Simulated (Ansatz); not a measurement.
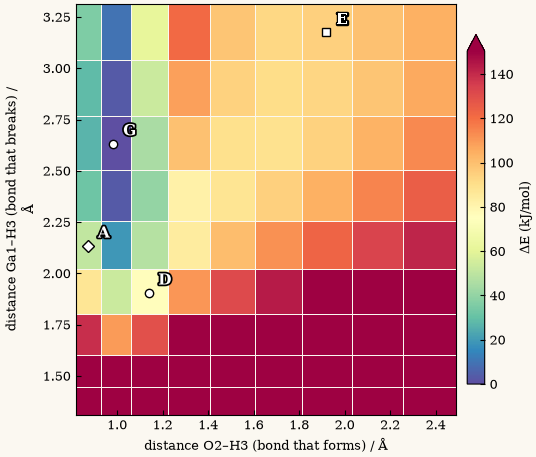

The reacting system ClGaH2O (fragments ClGaH₂O where the first distance is long, ClGa + H₂O where the second is long). The first coordinate is: distance O2–H3 (bond that forms); the second: distance Ga1–H3 (bond that breaks). Relaxed at each point: all other coordinates. Grid: 9 × 9 points. Points are written as (first, second). Energies: kJ/mol, counted from the lowest grid point. Energies and slopes of some neighbouring points disagree (a jump in structure or state, or too coarse a mesh). The reference is spin-restricted, so regions where a bond is pulled apart into radicals lie too high. These are results of Ansatz 0.2.0, RKS r2SCAN0-D4/def2-SVP, not measurements.

The picture shows one coloured cell a grid point, one colour for all values above the top of the scale, lettered points.

Is G the lowest point of the computed grid?

Answer. Yes. G, at (0.984 Å, 2.633 Å), has the lowest energy of the grid.

Rank the lettered points by energy, lowest first.

Answer. G (0 kJ/mol), A (51 kJ/mol), D (76 kJ/mol), E (95 kJ/mol).
